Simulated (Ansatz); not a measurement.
# How Ba(110) screens a field

Aim: image plane and induced charge of Ba(110).

Program: Ansatz 0.2.0. Level of theory: plane-wave DFT, LDA, Ansatz PAW. Results are calculated unless marked as measured.

## 1. Set-up

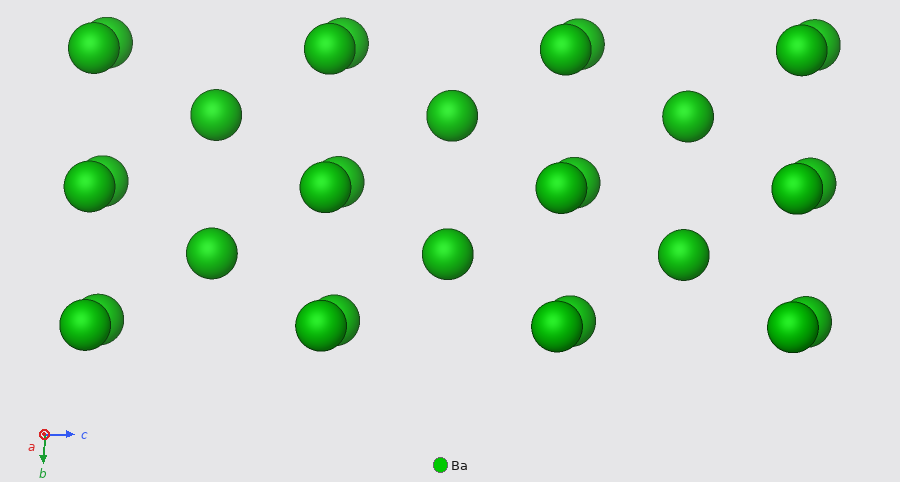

The starting structure, seen from the side, with the c axis across the page (barium green). 1×2×1 cells are drawn. Some periodic images of atoms are drawn too.

The cell holds 7 atoms: 7 Ba. Its edges and angles: a = 4.347 Å, b = 4.347 Å, c = 39.298 Å, α = 90.0°, β = 90.0°, γ = 70.5°. Vacuum lies along c.

## 2. Atoms held, field 0

A sawtooth potential applies the field, turning back in the middle of the vacuum. With the dipole correction the typed value is the field outside the slab. The induced dipole is small, so the SCF threshold is tight.

The input, input.yaml:

```yaml
crystal:
  lattice:
    - [3.5496760416, -2.51, 0.0]
    - [3.5496760416, 2.51, 0.0]
    - [0.0, 0.0, 39.2980562493]
  atoms:
    - { symbol: Ba, position: [0.0, 0.0, 0.2290189607] }
    - { symbol: Ba, position: [0.5, 0.5, 0.3193459738] }
    - { symbol: Ba, position: [0.0, 0.0, 0.4096729869] }
    - { symbol: Ba, position: [0.5, 0.5, 0.5] }
    - { symbol: Ba, position: [0.0, 0.0, 0.5903270131] }
    - { symbol: Ba, position: [0.5, 0.5, 0.6806540262] }
    - { symbol: Ba, position: [0.0, 0.0, 0.7709810393] }
kpoints:
  mp_grid: { grid: [12, 12, 1] }
hamiltonian:
  xc: lda
scf:
  occupations: { method: fermi_dirac, width: 0.1 }
  convergence: { dr2_threshold: 1.0e-10 }
efield:
  axis: 3
  dipole_correction: true
  ramp_position: 0.97
  ramp_width: 0.06
  amplitude: 0
output:
  forces: true
  write_potential: true
  write_density: true
  volumetric_format: npy
```

Run with:

```bash
> ansatz run input.yaml --threads 2 --pin off --max-ram 3072MiB --backend cpu --events-out ev --progress --plain --runs-dir out
```

Numbers of over 12 decimals in the logs are rounded to 6 here.

Output:

```text
Engine: ansatz 0.2.0, aarch64-unknown-linux-gnu
Pseudopotentials: kind: paw
Pseudopotential: Ba, paw, valence charge 10, recommended cutoff 420 eV (normal), Ba.paw.azcp
Functional definition: SPW92
  exchange = slater_x
  correlation = pw_c
Crystal: 7 atoms, lattice volume = 700.267 Å³
Basis set: ecut = 420 eV, 13737 PW (Γ)
Bands: 42, of which v1, the nominal top of the filled ones, is band 35 counted from 1 (34 counted from 0)
Symmetry: 4 space group operations
k-points: 43 of 144
Non-local potential: Ba, projectors of the file, l = 0: 3, l = 1: 2, l = 2: 2, l = 3: 2
PAW form: soft (Blöchl's): semilocal exchange-correlation on the pseudo side does not see the compensation charge
PAW frozen core: Ba, regenerated for the run's functional, and the local potential with it (the file was generated under x = pbe(κ = 0.804, μ = 0.219515), c = pbe(β = 0.066725))
PAW one-centre angular grid: Ba, 194 points (default); XC on 64 Gauss nodes
Initial density: superposition of atomic densities (neutral atoms: chi_scale 0, normalization atom), corrected by the library's trained network
Initial wavefunctions: pseudopotential atomic-orbital guess
Functional: x = slater, c = lda
SCF iter   1: F=—  HF=-40456.090959 eV  |F-HF|=—  |Δ(HF+E_count)|=         —  Δρ=2.58e-3  dr2=3.13e-1  ethr=1.77e-3  p=0.000 e·Å  D=6.38e-14 V/Å  ΔV_dip=-0.00 eV  dr2_dipole=2.82e-8  V_vac-E_F(+/−)=2.85/2.85 eV  ⟨swp⟩=16.5  Hψ=29714  notcnv=0
efield: sawtooth ramp at fractional position 0.9700 (set: `efield.ramp_position`, or a place that a band, a saddle search or an elastic batch's reference lends), width 0.0600; the density the first Hamiltonian is built on has a dipole p = 0.000 e·Å; the dipole correction subtracts the counter field D = 6.38e-14 V/Å, which shifts the + side's vacuum level by -0.00 eV against the − side's; the planar-averaged density in the ramp window peaks in size at 2.6e-5 e/Å³
automatic band count: the SCF goes on with 49 bands, as 42 were too few: the levels above may hold too much charge
preconditioner: auto → LDOS  [metal: Δε(μ)=0.000 eV  Ē_g=1.565 eV  σ=0.100 eV  W_gap=0.00  n_scr=88 (ndim 8)  ℏωp=5.3 eV  f_vac=0.326  D(μ)=9.34/eV (n_scr^D=30)  β→1.0]
SCF iter   2: F=—  HF=-40456.083437 eV  |F-HF|=—  |Δ(HF+E_count)|=   7.52e-3  Δρ=5.38e-4  dr2=9.79e-3  ethr=4.48e-4  p=-0.000 e·Å  D=-1.58e-6 V/Å  ΔV_dip=0.00 eV  dr2_dipole=2.93e-8  V_vac-E_F(+/−)=2.65/2.65 eV  ⟨swp⟩=1.9  Hψ=2565  notcnv=0
SCF iter   3: F=—  HF=-40456.083408 eV  |F-HF|=—  |Δ(HF+E_count)|=   2.88e-5  Δρ=1.43e-4  dr2=3.46e-4  ethr=1.40e-5  p=-0.000 e·Å  D=-1.33e-6 V/Å  ΔV_dip=0.00 eV  dr2_dipole=1.87e-10  V_vac-E_F(+/−)=2.63/2.63 eV  ⟨swp⟩=1.7  Hψ=2438  notcnv=0
SCF iter   4: F=—  HF=-40456.083554 eV  |F-HF|=—  |Δ(HF+E_count)|=   1.45e-4  Δρ=5.47e-5  dr2=9.88e-5  ethr=4.94e-7  p=-0.000 e·Å  D=-4.42e-7 V/Å  ΔV_dip=0.00 eV  dr2_dipole=3.61e-10  V_vac-E_F(+/−)=2.61/2.61 eV  ⟨swp⟩=2.9  Hψ=4317  notcnv=0
SCF iter   5: F=—  HF=-40456.083547 eV  |F-HF|=—  |Δ(HF+E_count)|=   7.03e-6  Δρ=1.75e-5  dr2=8.30e-6  ethr=1.41e-7  p=-0.000 e·Å  D=-2.36e-7 V/Å  ΔV_dip=0.00 eV  dr2_dipole=2.62e-11  V_vac-E_F(+/−)=2.60/2.60 eV  ⟨swp⟩=2.0  Hψ=3021  notcnv=0
SCF iter   6: F=—  HF=-40456.083544 eV  |F-HF|=—  |Δ(HF+E_count)|=   2.59e-6  Δρ=5.56e-6  dr2=5.26e-7  ethr=1.19e-8  p=-0.000 e·Å  D=-1.25e-7 V/Å  ΔV_dip=0.00 eV  dr2_dipole=5.84e-14  V_vac-E_F(+/−)=2.60/2.60 eV  ⟨swp⟩=2.4  Hψ=3600  notcnv=0
SCF iter   7: F=—  HF=-40456.083483 eV  |F-HF|=—  |Δ(HF+E_count)|=   6.07e-5  Δρ=1.60e-6  dr2=8.47e-8  ethr=7.51e-10  p=-0.000 e·Å  D=-2.60e-8 V/Å  ΔV_dip=0.00 eV  dr2_dipole=9.74e-13  V_vac-E_F(+/−)=2.60/2.60 eV  ⟨swp⟩=2.4  Hψ=3951  notcnv=0
SCF iter   8: F=—  HF=-40456.083483 eV  |F-HF|=—  |Δ(HF+E_count)|=   7.37e-9  Δρ=4.16e-7  dr2=6.42e-9  ethr=1.21e-10  p=-0.000 e·Å  D=-1.07e-8 V/Å  ΔV_dip=0.00 eV  dr2_dipole=7.35e-18  V_vac-E_F(+/−)=2.60/2.60 eV  ⟨swp⟩=2.6  Hψ=3235  notcnv=0
SCF iter   9: F=—  HF=-40456.083483 eV  |F-HF|=—  |Δ(HF+E_count)|=  8.00e-11  Δρ=1.20e-7  dr2=2.59e-10  ethr=9.17e-12  p=-0.000 e·Å  D=-3.83e-9 V/Å  ΔV_dip=0.00 eV  dr2_dipole=7.46e-13  V_vac-E_F(+/−)=2.60/2.60 eV  ⟨swp⟩=2.4  Hψ=3604  notcnv=0
SCF iter  10: F=-40456.083483 eV  HF=-40456.083483 eV  |F-HF|=1.46e-11  |Δ(HF+E_count)|=  6.55e-11  Δρ=2.66e-8  dr2=1.31e-11  ethr=1.00e-12  p=-0.000 e·Å  D=-6.37e-10 V/Å  ΔV_dip=0.00 eV  dr2_dipole=5.05e-14  V_vac-E_F(+/−)=2.60/2.60 eV  ⟨swp⟩=9.6  Hψ=12271  notcnv=0
SCF 1 converged in 10 iterations: F = -40456.083483 eV  dr2 = 1.31e-11
  greatest PAW one-centre occupation: 0.960 electrons in one spin orbital (limit 2), on the Ba atom at site 6 (counted from 0), in its partial waves of l = 0
WARN: The output density's exchange-correlation potential varies sharply where the density is thin. Do not read a vacuum level from v_tot or v_xc, or from such a field of the output density. On a cell that repeats whose density bears no net charge and no dipole along the vacuum's axis use v_es (v_loc + v_h of the components); under efield.dipole_correction with no amplitude use v_es + v_field, which holds any externa [...]
SCF converged after 10 iterations
Free energy (F): -40456.083483 eV
Harris-Foulkes:  -40456.083483 eV  (|F-HF|=1.46e-11)
Internal energy: -40455.752565 eV  (E = F + TS)
E sigma→0 (E₀):  -40455.918024 eV
Entropy (-TS):   -0.330919 eV (-47.274 meV/atom)
Fermi energy:    2.651921 eV
Dipole field:    D = 0.000000 V/Å  (p = 0.000001 e·Å, saw-weighted, corrected)
Work function:   Φ+ = 2.6015 eV   Φ− = 2.6015 eV
Levels:          The Fermi level and band energies are counted from a zero that moves with the ramp; work functions are not
--- Per-component energies (eV) ---
  E_band       = -823.920226
  E_kinetic    = 1163.253036
  E_local      = -25271.623683  (includes V_loc(G=0)·N_el)
  E_nonlocal   = 421.206190
  E_hartree    = 12032.776450
  E_xc         = -1153.420155
  E_vxc        = -931.858632  (∫ρ·V_xc dr)
  E_paw        = -35403.799354  (= ΣΔE_a)
  E_vpaw       = -270.450102  (= ΣTr[D̂ρ^β])
  E_aug_tail   = -0.000015  (compensation charges beyond the density's cutoff)
  E_efield     = 0.000000  (sawtooth field / dipole correction)
  E_vefield    = 0.000000  (∫n·V_field dr)
  E_ewald      = 7753.877356
  E_core_change = 1.977609  (= ΣΔE_core)
  E_smearing   = -0.330919  (= −TS)
  E_closure    = -0.000000  (closes the sum)
  Σ components = -40456.083483   (vs F -40456.083483, Δ=0.00e0)
--- Forces (eV/Å), atoms counted from 1 ---
  atom   1  Ba     0.00000000     0.00000000     0.20090552
  atom   2  Ba     0.00000000     0.00000000    -0.06403062
  atom   3  Ba     0.00000000     0.00000000     0.00884675
  atom   4  Ba     0.00000000     0.00000000    -0.00000017
  atom   5  Ba     0.00000000     0.00000000    -0.00884682
  atom   6  Ba     0.00000000     0.00000000     0.06403090
  atom   7  Ba     0.00000000     0.00000000    -0.20090553
  max |Σ_I F_I| component: 3.46e-8 eV/Å
--- Band table (eV; the first three rows and the last of 43) ---
  k-point 0: bands = [... 31 lower, 0.7926, 1.1884, 1.5076, 1.6807, 3.0868, 3.0875, 3.2911, 3.3359, ... 10 higher]
  k-point 1: bands = [... 31 lower, 0.8808, 1.2779, 1.6023, 1.7795, 3.1023, 3.1052, 3.2939, 3.3350, ... 10 higher]
  k-point 2: bands = [... 31 lower, 1.1194, 1.5150, 1.8551, 2.0498, 3.1092, 3.1253, 3.2689, 3.2985, ... 10 higher]
  k-point 42: bands = [... 31 lower, 2.1617, 2.1851, 2.2291, 2.2973, 2.3590, 2.3610, 2.5306, 2.8479, ... 10 higher]
```

Run time: 2.4 min. Hardware: 2 threads of Arm Neoverse V2, shared host; peak memory 1.4 GiB; 4.9 min of CPU time.

In the SCF lines HF is the Harris–Foulkes energy and dr2 the Hartree energy of the density residual, in eV; the loop may stop once dr2 is under the threshold and the program's other checks hold. Hψ counts applications of the Hamiltonian.

Numbers from this step:

| Item | Value |
| --- | --- |
| energy at zero smearing | -40455.9180 eV |
| work function, upper face | 2.601 eV |
| dipole along the normal | 6.23e-7 e·Å |

Running mean over 3.55 Å of the planar mean; the ramp of the sawtooth is left out. Electron's electrostatic potential energy less the Fermi level against z:

| z (Å) | electron's electrostatic potential energy less the Fermi level (eV) |
| --- | --- |
| 4 | 2.59 |
| 6 | 2.12 |
| 8 | -2.44 |
| 10 | -2.80 |
| 12 | -2.70 |
| 14 | -2.73 |
| 16 | -2.73 |
| 18 | -2.72 |
| 20 | -2.72 |
| 22 | -2.72 |
| 24 | -2.74 |
| 26 | -2.72 |
| 28 | -2.71 |
| 30 | -2.93 |
| 32 | -0.692 |
| 34 | 2.45 |

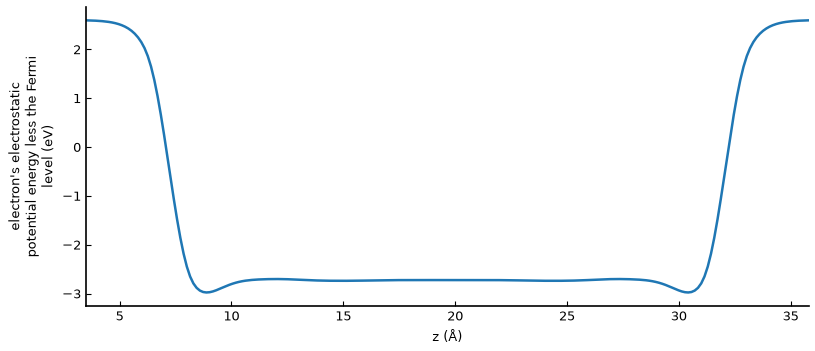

Electron's electrostatic potential energy less the Fermi level, plotted against z.

Force by atom:

| atom | x (eV/Å) | y (eV/Å) | z (eV/Å) | size |
| --- | --- | --- | --- | --- |
| Ba1 | 0.000 | 0.000 | 0.201 | 0.201 |
| Ba2 | 0.000 | 0.000 | -0.064 | 0.064 |
| Ba3 | 0.000 | 0.000 | 0.009 | 0.009 |
| Ba4 | 0.000 | 0.000 | 0.000 | 0.000 |
| Ba5 | 0.000 | 0.000 | -0.009 | 0.009 |
| Ba6 | 0.000 | 0.000 | 0.064 | 0.064 |
| Ba7 | 0.000 | 0.000 | -0.201 | 0.201 |

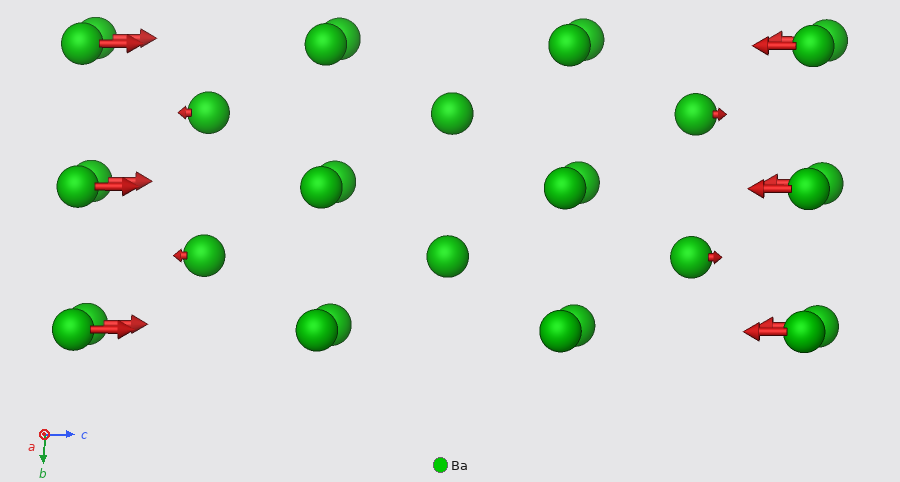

Force as arrows, the longest 0.201 eV/Å. 1×2×1 cells are drawn. Some periodic images of atoms are drawn too.

The work function of the upper face is 2.60 eV.

## 3. Single point, field 0.03 V/Å

input.yaml, as its differences from that of step 2:

```diff
@@ -25,3 +25,3 @@
   ramp_width: 0.06
-  amplitude: 0
+  amplitude: 0.03
 output:
```

Output:

```text
[...]
Crystal: 7 atoms, lattice volume = 700.267 Å³
Basis set: ecut = 420 eV, 13737 PW (Γ)
Bands: 42, of which v1, the nominal top of the filled ones, is band 35 counted from 1 (34 counted from 0)
Symmetry: 4 space group operations
k-points: 43 of 144
[...]
k-point 0: bands = [... 31 lower, 0.7924, 1.1883, 1.5074, 1.6806, 3.0710, 3.1029, 3.2909, 3.3357, ... 10 higher]
  k-point 1: bands = [... 31 lower, 0.8806, 1.2777, 1.6022, 1.7794, 3.0887, 3.1183, 3.2937, 3.3348, ... 10 higher]
  k-point 2: bands = [... 31 lower, 1.1192, 1.5148, 1.8550, 2.0497, 3.1041, 3.1299, 3.2687, 3.2985, ... 10 higher]
  k-point 42: bands = [... 31 lower, 2.1615, 2.1849, 2.2289, 2.2971, 2.3588, 2.3609, 2.5304, 2.8478, ... 10 higher]
[key lines of the parts left out:]
SCF converged after 13 iterations
Free energy (F): -40456.084676 eV
Fermi energy:    2.651751 eV
Dipole field:    D = 0.020548 V/Å  (p = 0.079518 e·Å, saw-weighted, corrected)
```

It took 3 min on 2 threads; peak memory 1.3 GiB; 5.9 min of CPU time.

The dipole is 0.0795 e·Å.

## 4. Single point, field -0.03 V/Å

input.yaml, as its differences from that of step 3:

```diff
@@ -25,3 +25,3 @@
   ramp_width: 0.06
-  amplitude: 0.03
+  amplitude: -0.03
 output:
```

Output:

```text
[...]
Crystal: 7 atoms, lattice volume = 700.267 Å³
Basis set: ecut = 420 eV, 13737 PW (Γ)
Bands: 42, of which v1, the nominal top of the filled ones, is band 35 counted from 1 (34 counted from 0)
Symmetry: 4 space group operations
k-points: 43 of 144
[...]
k-point 0: bands = [... 31 lower, 0.7924, 1.1883, 1.5074, 1.6806, 3.0710, 3.1029, 3.2909, 3.3357, ... 10 higher]
  k-point 1: bands = [... 31 lower, 0.8806, 1.2777, 1.6022, 1.7794, 3.0887, 3.1183, 3.2937, 3.3348, ... 10 higher]
  k-point 2: bands = [... 31 lower, 1.1192, 1.5148, 1.8550, 2.0497, 3.1041, 3.1299, 3.2687, 3.2985, ... 10 higher]
  k-point 42: bands = [... 31 lower, 2.1615, 2.1849, 2.2289, 2.2971, 2.3588, 2.3609, 2.5304, 2.8478, ... 10 higher]
[key lines of the parts left out:]
SCF converged after 13 iterations
Free energy (F): -40456.084676 eV
Fermi energy:    2.651751 eV
Dipole field:    D = -0.020549 V/Å  (p = -0.079522 e·Å, saw-weighted, corrected)
```

Wall time 2.9 min (2 threads); peak memory 1.3 GiB; 5.8 min of CPU time.

The dipole is -0.0795 e·Å.

## 5. Single point, field 0.1 V/Å

input.yaml, as its differences from that of step 4:

```diff
@@ -25,3 +25,3 @@
   ramp_width: 0.06
-  amplitude: -0.03
+  amplitude: 0.1
 output:
```

Output:

```text
[...]
Crystal: 7 atoms, lattice volume = 700.267 Å³
Basis set: ecut = 420 eV, 13737 PW (Γ)
Bands: 42, of which v1, the nominal top of the filled ones, is band 35 counted from 1 (34 counted from 0)
Symmetry: 4 space group operations
k-points: 43 of 144
[...]
k-point 0: bands = [... 31 lower, 0.7908, 1.1865, 1.5056, 1.6788, 3.0314, 3.1378, 3.2892, 3.3339, ... 10 higher]
  k-point 1: bands = [... 31 lower, 0.8789, 1.2760, 1.6004, 1.7776, 3.0519, 3.1503, 3.2919, 3.3331, ... 10 higher]
  k-point 2: bands = [... 31 lower, 1.1175, 1.5131, 1.8532, 2.0479, 3.0796, 3.1484, 3.2669, 3.2977, ... 10 higher]
  k-point 42: bands = [... 31 lower, 2.1598, 2.1832, 2.2272, 2.2954, 2.3571, 2.3591, 2.5287, 2.8461, ... 10 higher]
[key lines of the parts left out:]
SCF converged after 14 iterations
Free energy (F): -40456.096739 eV
Fermi energy:    2.649951 eV
Dipole field:    D = 0.068514 V/Å  (p = 0.265146 e·Å, saw-weighted, corrected)
```

It took 3.1 min on 2 threads; peak memory 1.3 GiB; 6.1 min of CPU time.

The dipole is 0.265 e·Å.

## 6. Atoms held, field -0.1 V/Å

input.yaml, as its differences from that of step 5:

```diff
@@ -25,3 +25,3 @@
   ramp_width: 0.06
-  amplitude: 0.1
+  amplitude: -0.1
 output:
```

Output:

```text
[...]
Crystal: 7 atoms, lattice volume = 700.267 Å³
Basis set: ecut = 420 eV, 13737 PW (Γ)
Bands: 42, of which v1, the nominal top of the filled ones, is band 35 counted from 1 (34 counted from 0)
Symmetry: 4 space group operations
k-points: 43 of 144
[...]
k-point 0: bands = [... 31 lower, 0.7908, 1.1866, 1.5056, 1.6788, 3.0314, 3.1378, 3.2892, 3.3339, ... 10 higher]
  k-point 1: bands = [... 31 lower, 0.8789, 1.2760, 1.6004, 1.7776, 3.0519, 3.1503, 3.2919, 3.3331, ... 10 higher]
  k-point 2: bands = [... 31 lower, 1.1175, 1.5131, 1.8532, 2.0479, 3.0796, 3.1484, 3.2669, 3.2977, ... 10 higher]
  k-point 42: bands = [... 31 lower, 2.1598, 2.1832, 2.2272, 2.2954, 2.3571, 2.3591, 2.5287, 2.8461, ... 10 higher]
[key lines of the parts left out:]
SCF converged after 14 iterations
Free energy (F): -40456.096739 eV
Fermi energy:    2.649952 eV
Dipole field:    D = -0.068517 V/Å  (p = -0.265155 e·Å, saw-weighted, corrected)
```

It took 3.1 min on 2 threads; peak memory 1.3 GiB.

The dipole is -0.265 e·Å.

## 7. Single point, field 0.15 V/Å

input.yaml, as its differences from that of step 6:

```diff
@@ -25,3 +25,3 @@
   ramp_width: 0.06
-  amplitude: -0.1
+  amplitude: 0.15
 output:
@@ -31 +31,2 @@
   volumetric_format: npy
+  elf: true
```

Output:

```text
[...]
Crystal: 7 atoms, lattice volume = 700.267 Å³
Basis set: ecut = 420 eV, 13737 PW (Γ)
Bands: 42, of which v1, the nominal top of the filled ones, is band 35 counted from 1 (34 counted from 0)
Symmetry: 4 space group operations
k-points: 43 of 144
[...]
k-point 0: bands = [... 31 lower, 0.7884, 1.1842, 1.5032, 1.6763, 3.0015, 3.1612, 3.2867, 3.3314, ... 10 higher]
  k-point 1: bands = [... 31 lower, 0.8766, 1.2737, 1.5980, 1.7751, 3.0239, 3.1716, 3.2895, 3.3306, ... 10 higher]
  k-point 2: bands = [... 31 lower, 1.1152, 1.5108, 1.8508, 2.0454, 3.0592, 3.1605, 3.2644, 3.2966, ... 10 higher]
  k-point 42: bands = [... 31 lower, 2.1573, 2.1807, 2.2247, 2.2930, 2.3546, 2.3567, 2.5264, 2.8438, ... 10 higher]
[key lines of the parts left out:]
SCF converged after 14 iterations
Free energy (F): -40456.113315 eV
Fermi energy:    2.647440 eV
Dipole field:    D = 0.102823 V/Å  (p = 0.397916 e·Å, saw-weighted, corrected)
```

It took 3.1 min on 2 threads; peak memory 1.3 GiB.

Running mean over 3.55 Å of the planar mean, with the applied field; the ramp of the sawtooth is left out. Electron's electrostatic potential energy less the Fermi level against z:

| z (Å) | electron's electrostatic potential energy less the Fermi level (eV) |
| --- | --- |
| 5.0 | 2.33 |
| 7.5 | -1.29 |
| 10.0 | -2.80 |
| 12.5 | -2.71 |
| 15.0 | -2.74 |
| 17.5 | -2.72 |
| 20.0 | -2.72 |
| 22.5 | -2.73 |
| 25.0 | -2.73 |
| 27.5 | -2.70 |
| 30.0 | -2.94 |
| 32.5 | 0.812 |
| 35.0 | 2.88 |

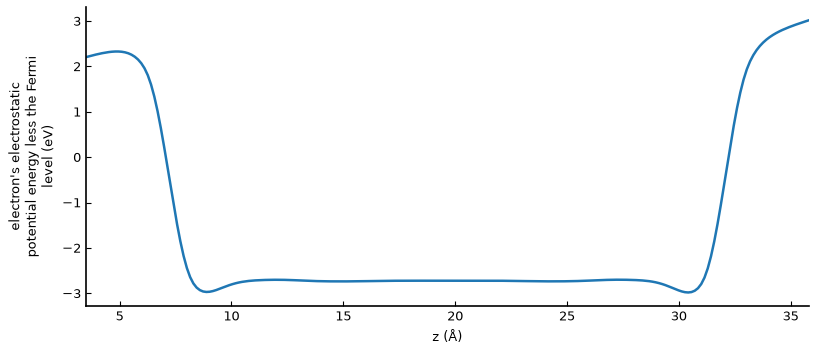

Electron's electrostatic potential energy less the Fermi level against z.

The dipole is 0.398 e·Å.

(Part 1 of 2 ends here.)

[Logs are printed without paths, hosts, clocks, repeated set-up lines and the standing remarks that a program may print on its own settings, such as how far it seeks lower states.]

[Hosts, paths, dates, database ids (printed as entryN), source tags and the programs' standing remarks are cut or masked in the printed files.]

[Maps of the electrostatic potential energy from Ansatz leave out the sawtooth potential of an applied field or a dipole correction, so their vacuum need not be flat; planar profiles and work functions include it.]
